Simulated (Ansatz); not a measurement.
# FH4NO2Sn: inversion of the pyramid at N1, part 2 of 2

Aim: the minimum-energy path and barrier of the inversion of the pyramid at N1. The ends are relaxed first, then joined by a nudged elastic band. SMILES of the start: [NH2][Sn]([OH])([OH])[F].

Ansatz 0.2.0; RKS r2SCANh/def2-SVP. The steps go on from the part before.

### 5 The band

crystal.atoms is end A as relaxed above, and neb.final_atoms is end B, turned to lie on A. With 7 inner images the band has 9 in all. The start path is listed, through a guess of the saddle.

Input file input.yaml:

```yaml
crystal:
  periodic: [false, false, false]
  atoms:
    - { symbol: "N", position_ang: [-0.772778, 0.418966, -1.57204] }
    - { symbol: Sn, position_ang: [0.105829, -0.041167, 0.163373] }
    - { symbol: O, position_ang: [1.024076, -1.750835, -0.115865] }
    - { symbol: O, position_ang: [-1.21274, -0.015161, 1.61868] }
    - { symbol: F, position_ang: [1.466755, 1.167108, 0.844928] }
    - { symbol: H, position_ang: [-1.214155, 1.335252, -1.571974] }
    - { symbol: H, position_ang: [-0.137747, 0.359959, -2.364691] }
    - { symbol: H, position_ang: [1.664148, -1.932338, 0.582541] }
    - { symbol: H, position_ang: [-0.834889, 0.411815, 2.397947] }
basis:
  gaussian: { orbitals: def2-SVP }
hamiltonian:
  xc: r2scanh
neb:
  order_check: false
  images: 7
  f_tol: 0.05
  max_iterations: 51
  final_atoms:
    - { symbol: "N", position_ang: [-0.4532922, 0.78423465, -1.56478638] }
    - { symbol: Sn, position_ang: [0.16625692, 0.02625153, 0.17886817] }
    - { symbol: O, position_ang: [0.97116979, -1.74452712, -0.10538521] }
    - { symbol: O, position_ang: [-1.27354195, 0.1379114, 1.51266772] }
    - { symbol: F, position_ang: [1.60045494, 1.02742216, 1.00482516] }
    - { symbol: H, position_ang: [-1.42888445, 1.07195372, -1.53979888] }
    - { symbol: H, position_ang: [-0.31862073, 0.13788883, -2.33893368] }
    - { symbol: H, position_ang: [1.74810232, -1.86550168, 0.45548887] }
    - { symbol: H, position_ang: [-0.92314562, 0.3779655, 2.37995323] }
  initial_path:
    images:
      - { positions_ang: [[-0.772778, 0.418966, -1.57204], [0.105829, -0.041167, 0.163373], [1.024076, -1.750835, -0.115865], [-1.21274, -0.015161, 1.61868], [1.466755, 1.167108, 0.844928], [-1.214155, 1.335252, -1.571974], [-0.137747, 0.359959, -2.364691], [1.664148, -1.932338, 0.582541], [-0.834889, 0.411815, 2.397947]] }
      - { positions_ang: [[-0.73489552, 0.47130954, -1.53964373], [0.15476743, -0.04120542, 0.17620335], [1.03476604, -1.76411139, -0.13797561], [-1.13798982, -0.0644286, 1.64057172], [1.52863103, 1.17400996, 0.81076741], [-1.29785949, 1.29988869, -1.47609212], [-0.13175138, 0.35999682, -2.35188796], [1.64245267, -1.96571985, 0.59995623], [-0.96962195, 0.48385924, 2.2609997]] }
      - { positions_ang: [[-0.69701304, 0.52365308, -1.50724746], [0.20370586, -0.04124384, 0.1890337], [1.04545609, -1.77738777, -0.16008621], [-1.06323965, -0.11369621, 1.66246344], [1.59050706, 1.18091191, 0.77660683], [-1.38156399, 1.26452539, -1.38021023], [-0.12575575, 0.36003465, -2.33908492], [1.62075733, -1.99910169, 0.61737146], [-1.1043549, 0.55590349, 2.1240524]] }
      - { positions_ang: [[-0.65913057, 0.57599662, -1.47485119], [0.25264428, -0.04128226, 0.20186405], [1.05614613, -1.79066416, -0.18219682], [-0.98848947, -0.16296381, 1.68435515], [1.65238308, 1.18781387, 0.74244624], [-1.46526848, 1.22916208, -1.28432835], [-0.11976013, 0.36007247, -2.32628189], [1.599062, -2.03248354, 0.63478669], [-1.23908785, 0.62794773, 1.9871051]] }
      - { positions_ang: [[-0.62124809, 0.62834016, -1.44245492], [0.30158271, -0.04132068, 0.21469441], [1.06683618, -1.80394054, -0.20430742], [-0.91373929, -0.21223142, 1.70624687], [1.71425911, 1.19471583, 0.70828565], [-1.54897298, 1.19379877, -1.18844646], [-0.11376451, 0.3601103, -2.31347885], [1.57736666, -2.06586539, 0.65220192], [-1.3738208, 0.69999197, 1.8501578]] }
      - { positions_ang: [[-0.57925912, 0.66731378, -1.47303778], [0.26775126, -0.02442762, 0.20573785], [1.04291958, -1.78908719, -0.17957687], [-1.00368996, -0.12469571, 1.65785209], [1.68580807, 1.15289241, 0.78242053], [-1.51895085, 1.16333751, -1.27628457], [-0.16497856, 0.30455493, -2.31984256], [1.62005058, -2.01577446, 0.60302366], [-1.26115201, 0.61948535, 1.98260666]] }
      - { positions_ang: [[-0.53727015, 0.7062874, -1.50362065], [0.23391981, -0.00753457, 0.19678129], [1.01900299, -1.77423383, -0.15484632], [-1.09364062, -0.03716001, 1.6094573], [1.65735703, 1.11106899, 0.85655541], [-1.48892872, 1.13287625, -1.36412267], [-0.21619262, 0.24899957, -2.32620627], [1.66273449, -1.96568353, 0.55384539], [-1.14848321, 0.53897874, 2.11505552]] }
      - { positions_ang: [[-0.49528117, 0.74526103, -1.53420351], [0.20008836, 0.00935848, 0.18782473], [0.99508639, -1.75938047, -0.13011577], [-1.18359129, 0.05037569, 1.56106251], [1.62890598, 1.06924557, 0.93069029], [-1.45890659, 1.10241499, -1.45196077], [-0.26740668, 0.1934442, -2.33256998], [1.7054184, -1.91559261, 0.50466713], [-1.03581442, 0.45847212, 2.24750437]] }
      - { positions_ang: [[-0.4532922, 0.78423465, -1.56478638], [0.16625692, 0.02625153, 0.17886817], [0.97116979, -1.74452712, -0.10538521], [-1.27354195, 0.1379114, 1.51266772], [1.60045494, 1.02742216, 1.00482516], [-1.42888445, 1.07195372, -1.53979888], [-0.31862073, 0.13788883, -2.33893368], [1.74810232, -1.86550168, 0.45548887], [-0.92314562, 0.3779655, 2.37995323]] }
```

Launch:

```sh
$ ansatz run input.yaml --threads 2 --pin off --max-ram 3072MiB --backend cpu --events-out ev --progress --plain --runs-dir out
```

Log, shortened:

```text
Warning: RAYON_NUM_THREADS=2 ignored (pool sized by the plan → 2); use --threads N
[...]
Functional definition: r2SCANh
[...]
1168 factors; integrals over basis functions are off by at most 2.2e-4 eV
[...]
mean field -14189.68505746 eV, -521.4613077476 hartree, gradient 5.8e-5 eV, S^2 0.000000; 0 other end points of the search recorded, 0 dependent functions left out
[...]
reference -14189.68506877 eV, -521.4613081632 hartree; 29, 29 occupied and 73, 73 virtual orbitals, 1168 factors
1168 factors; integrals over basis functions are off by at most 3.3e-4 eV
[...]
mean field -14189.69367707 eV, -521.4616245125 hartree, gradient 4.2e-5 eV, S^2 0.000000; 0 other end points of the search recorded, 0 dependent functions left out
[...]
reference -14189.69368836 eV, -521.4616249273 hartree; 29, 29 occupied and 73, 73 virtual orbitals, 1168 factors
[...]
Total energy: -14189.64356146 eV, -521.4597827977 hartree
Atom 0 at    -0.609911     0.566811    -1.532572 Å, force     0.021595    -0.017045     0.000259 eV/Å
Atom 1 at     0.128817    -0.023899     0.192588 Å, force    -0.005133     0.007791     0.006208 eV/Å
Atom 2 at     0.985787    -1.771844    -0.059611 Å, force    -0.007772     0.001174    -0.007405 eV/Å
Atom 3 at    -1.263518     0.116520     1.568946 Å, force    -0.013921    -0.006724    -0.010995 eV/Å
Atom 4 at     1.560919     1.046071     0.945360 Å, force     0.005594    -0.001543    -0.003630 eV/Å
Atom 5 at    -1.373703     1.223191    -1.605589 Å, force    -0.011608     0.007636     0.005932 eV/Å
Atom 6 at    -0.244689     0.236339    -2.414468 Å, force    -0.004091     0.004055    -0.005828 eV/Å
Atom 7 at     1.783940    -1.836631     0.479436 Å, force     0.007887     0.000226     0.007066 eV/Å
Atom 8 at    -0.879143     0.397041     2.408808 Å, force     0.007450     0.004431     0.008393 eV/Å
Dipole moment:    -0.027877     0.081725    -0.143552 e Å
this run last wrote the band of iteration 12 to <dir>
```

It took 6.6 min on 2 threads of Intel Xeon 6975P-C (Granite Rapids), shared host; peak memory 0.28 GiB.

### 6 The band, image by image

Images 0 and 8 are the ends. Energies count from image 0; the path length is the program's own measure over all atoms.

| image | path (Å) | energy (eV) | sum of angles at N1 (°) | band force (eV/Å) |
| --- | --- | --- | --- | --- |
| 0 | 0.000 | 0.0000 | 335.2 | - |
| 1 | 0.152 | -0.0006 | 335.7 | 0.003 |
| 2 | 0.305 | 0.0028 | 341.0 | 0.020 |
| 3 | 0.457 | 0.0251 | 354.1 | 0.019 |
| 4* | 0.610 | 0.0415 | 360.0 | 0.020 |
| 5 | 0.713 | 0.0327 | 357.4 | 0.016 |
| 6 | 0.816 | 0.0126 | 350.1 | 0.047 |
| 7 | 0.920 | -0.0040 | 340.3 | 0.032 |
| 8 | 1.023 | -0.0086 | 333.9 | - |

The star marks the climbing image.

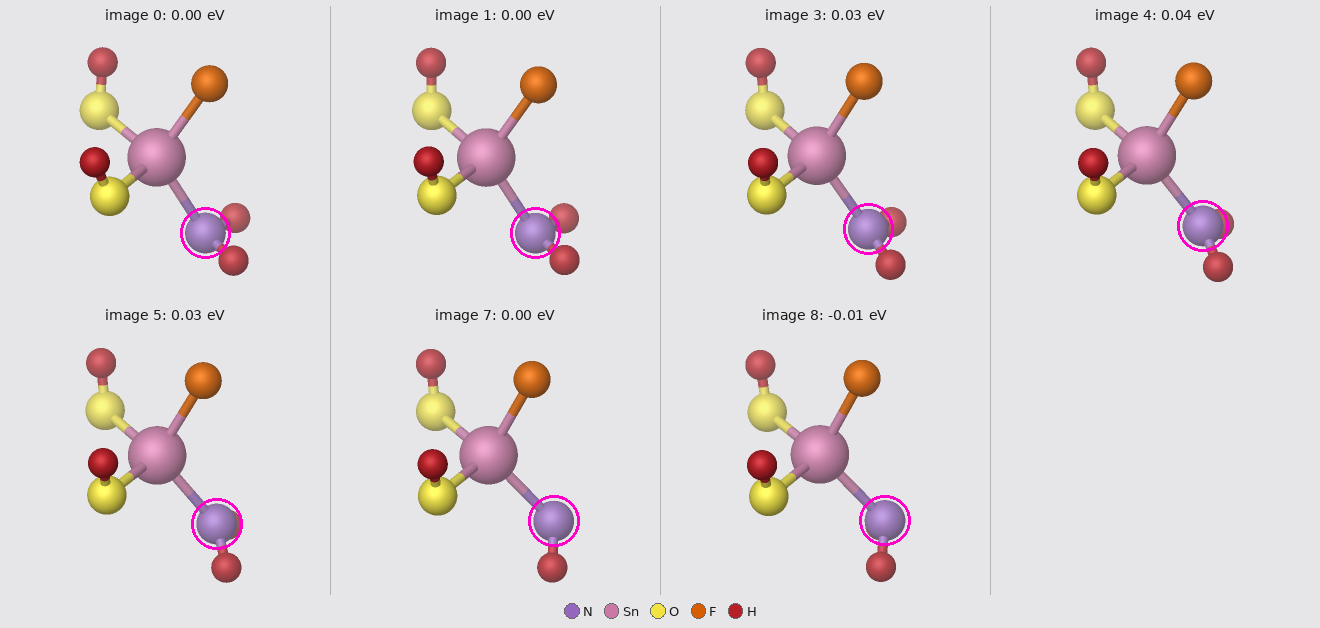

The images of the last band, seen from a free direction. Ringed: N1. Sticks join atoms closer than a bonding distance in each image.

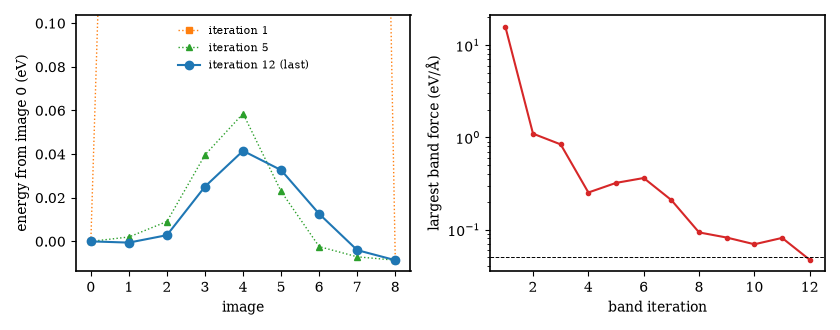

Left: energy of each image for early iterations and the last one (lines only join the points; early values far above the last band run off the scale). Right: the largest band force by iteration, with the threshold dashed.

How the highest energy settled:

| iteration | highest image above image 0 (eV) | largest band force (eV/Å) |
| --- | --- | --- |
| 1 | 1.8755 | 15.833 |
| 2 | 0.1882 | 1.095 |
| 3 | 0.0982 | 0.838 |
| 4 | 0.0669 | 0.252 |
| 5 | 0.0586 | 0.321 |
| 6 | 0.0529 | 0.362 |
| 7 | 0.0497 | 0.209 |
| 8 | 0.0467 | 0.093 |
| 9 | 0.0434 | 0.082 |
| 10 | 0.0424 | 0.069 |
| 11 | 0.0418 | 0.081 |
| 12 | 0.0415 | 0.047 |

Positions of all images (Å):

```xyz
9
image=0 dE=0.0000
N    -0.773    0.419   -1.572
Sn    0.106   -0.041    0.163
O     1.024   -1.751   -0.116
O    -1.213   -0.015    1.619
F     1.467    1.167    0.845
H    -1.214    1.335   -1.572
H    -0.138    0.360   -2.365
H     1.664   -1.932    0.583
H    -0.835    0.412    2.398
9
image=1 dE=-0.0006
N    -0.770    0.415   -1.574
Sn    0.099   -0.048    0.165
O     0.993   -1.779   -0.068
O    -1.245    0.043    1.594
F     1.503    1.117    0.835
H    -1.239    1.318   -1.563
H    -0.130    0.383   -2.364
H     1.725   -1.878    0.552
H    -0.849    0.383    2.406
9
image=2 dE=0.0028
N    -0.757    0.421   -1.558
Sn    0.106   -0.039    0.178
O     0.982   -1.780   -0.054
O    -1.265    0.097    1.576
F     1.534    1.070    0.892
H    -1.259    1.304   -1.582
H    -0.157    0.337   -2.373
H     1.776   -1.836    0.492
H    -0.872    0.378    2.412
9
image=3 dE=0.0251
N    -0.691    0.481   -1.539
Sn    0.123   -0.027    0.189
O     0.987   -1.772   -0.059
O    -1.264    0.112    1.570
F     1.555    1.051    0.935
H    -1.324    1.268   -1.601
H    -0.202    0.289   -2.404
H     1.783   -1.837    0.482
H    -0.879    0.389    2.410
9
image=4 dE=0.0415
N    -0.610    0.567   -1.533
Sn    0.129   -0.024    0.193
O     0.986   -1.772   -0.060
O    -1.264    0.117    1.569
F     1.561    1.046    0.945
H    -1.374    1.223   -1.606
H    -0.245    0.236   -2.414
H     1.784   -1.837    0.479
H    -0.879    0.397    2.409
9
image=5 dE=0.0327
N    -0.554    0.633   -1.538
Sn    0.130   -0.020    0.191
O     0.984   -1.770   -0.062
O    -1.267    0.115    1.565
F     1.562    1.039    0.954
H    -1.395    1.191   -1.603
H    -0.268    0.207   -2.409
H     1.781   -1.838    0.479
H    -0.883    0.397    2.405
9
image=6 dE=0.0126
N    -0.503    0.701   -1.549
Sn    0.132   -0.013    0.185
O     0.977   -1.769   -0.068
O    -1.270    0.115    1.557
F     1.564    1.030    0.968
H    -1.406    1.157   -1.591
H    -0.289    0.181   -2.391
H     1.773   -1.842    0.474
H    -0.888    0.393    2.399
9
image=7 dE=-0.0040
N    -0.464    0.757   -1.562
Sn    0.143    0.003    0.180
O     0.970   -1.761   -0.085
O    -1.271    0.117    1.542
F     1.573    1.025    0.987
H    -1.413    1.120   -1.569
H    -0.311    0.152   -2.364
H     1.759   -1.850    0.465
H    -0.897    0.390    2.390
9
image=8 dE=-0.0086
N    -0.453    0.784   -1.565
Sn    0.166    0.026    0.179
O     0.971   -1.745   -0.105
O    -1.274    0.138    1.513
F     1.600    1.027    1.005
H    -1.429    1.072   -1.540
H    -0.319    0.138   -2.339
H     1.748   -1.866    0.455
H    -0.923    0.378    2.380
```

### 7 Vibrations at the top

The geometry is the highest inner image of the first converged band.

Input file input.yaml:

```yaml
crystal:
  periodic: [false, false, false]
  atoms:
    - { symbol: "N", position_ang: [-0.609911, 0.566811, -1.532572] }
    - { symbol: Sn, position_ang: [0.128817, -0.023899, 0.192588] }
    - { symbol: O, position_ang: [0.985787, -1.771844, -0.059611] }
    - { symbol: O, position_ang: [-1.263518, 0.11652, 1.568946] }
    - { symbol: F, position_ang: [1.560919, 1.046071, 0.94536] }
    - { symbol: H, position_ang: [-1.373703, 1.223191, -1.605589] }
    - { symbol: H, position_ang: [-0.244689, 0.236339, -2.414468] }
    - { symbol: H, position_ang: [1.78394, -1.836631, 0.479436] }
    - { symbol: H, position_ang: [-0.879143, 0.397041, 2.408808] }
basis:
  gaussian: { orbitals: def2-SVP }
hamiltonian:
  xc: r2scanh
phonons: {}
```

Launch:

```sh
$ ansatz run input.yaml --threads 2 --pin off --max-ram 3072MiB --backend cpu --events-out ev --progress --plain --runs-dir out
```

Log, shortened:

```text
Warning: RAYON_NUM_THREADS=2 ignored (pool sized by the plan → 2); use --threads N
[...]
[... 1 set-up line as earlier in the session ...]
[...]
1170 factors; integrals over basis functions are off by at most 3.2e-4 eV
[...]
mean field -14189.64355270 eV, -521.4597824759 hartree, gradient 3.3e-5 eV, S^2 0.000000; 0 other end points of the search recorded, 0 dependent functions left out
[...]
reference -14189.64356407 eV, -521.4597828939 hartree; 29, 29 occupied and 73, 73 virtual orbitals, 1170 factors
[...]
1170 factors; integrals over basis functions are off by at most 3.2e-4 eV
mean field -14189.64348384 eV, -521.4597799455 hartree, gradient 2.9e-6 eV, S^2 0.000000; 0 other end points of the search recorded, 0 dependent functions left out
[...]
reference -14189.64349522 eV, -521.4597803635 hartree; 29, 29 occupied and 73, 73 virtual orbitals, 1170 factors
[...]
1170 factors; integrals over basis functions are off by at most 3.1e-4 eV
[...]
WARN: phonons: modes at or below zero, which the zero-point energy, F, S and C_V leave out: 1, the lowest at -376.62 cm⁻¹. A minimum has none, and a first-order saddle one
[...]
Total energy: -14189.64356407 eV, -521.4597828939 hartree
Atom 0 at    -0.609911     0.566811    -1.532572 Å, force     0.021560    -0.017715     0.000123 eV/Å
Atom 1 at     0.128817    -0.023899     0.192588 Å, force    -0.006047     0.010219     0.005839 eV/Å
Atom 2 at     0.985787    -1.771844    -0.059611 Å, force    -0.007297     0.001203    -0.007163 eV/Å
Atom 3 at    -1.263518     0.116520     1.568946 Å, force    -0.014152    -0.007315    -0.010757 eV/Å
Atom 4 at     1.560919     1.046071     0.945360 Å, force     0.006347    -0.002809    -0.003534 eV/Å
Atom 5 at    -1.373703     1.223191    -1.605589 Å, force    -0.011688     0.007610     0.005882 eV/Å
Atom 6 at    -0.244689     0.236339    -2.414468 Å, force    -0.004062     0.004023    -0.005834 eV/Å
Atom 7 at     1.783940    -1.836631     0.479436 Å, force     0.007877     0.000378     0.007093 eV/Å
Atom 8 at    -0.879143     0.397041     2.408808 Å, force     0.007463     0.004407     0.008351 eV/Å
Dipole moment:    -0.027874     0.081728    -0.143552 e Å
Vibrations: -376.62 78.07 132.06 146.74 169.26 187.29 193.53 256.26 274.37 624.13 637.04 661.93 693.00 747.88 852.82 882.18 1492.86 3643.90 3776.03 3875.70 3877.86 cm⁻¹, zero-point energy 1.438397 eV
```

Wall time 2.8 min (2 threads of Intel Xeon 6975P-C (Granite Rapids), shared host); peak memory 0.27 GiB.

Of 21 modes, 1 is imaginary by more than 30 cm⁻¹ (377i cm⁻¹).

### 8 Outcome

What follows sums up all 2 parts.

| quantity | value |
| --- | --- |
| end A | 11 moves, 0.498 eV lower |
| end B | 18 moves, 0.515 eV lower |
| barrier forwards | 0.042 eV |
| barrier backwards | 0.050 eV |
| second end relative to first | -0.009 eV |
| highest image | 4 of 0 to 8, climbing |
| band iterations | 12 |
| imaginary modes at the top | 377i cm⁻¹ |

**Reading.** The top lies 0.042 eV above the first end, or 1.6 kT at room temperature. Both ends agree in energy to 9 meV. One imaginary mode, as a first-order saddle point has. These are electronic energies, with no zero-point or thermal terms. Tunnelling, which matters where hydrogen moves, is missing too.
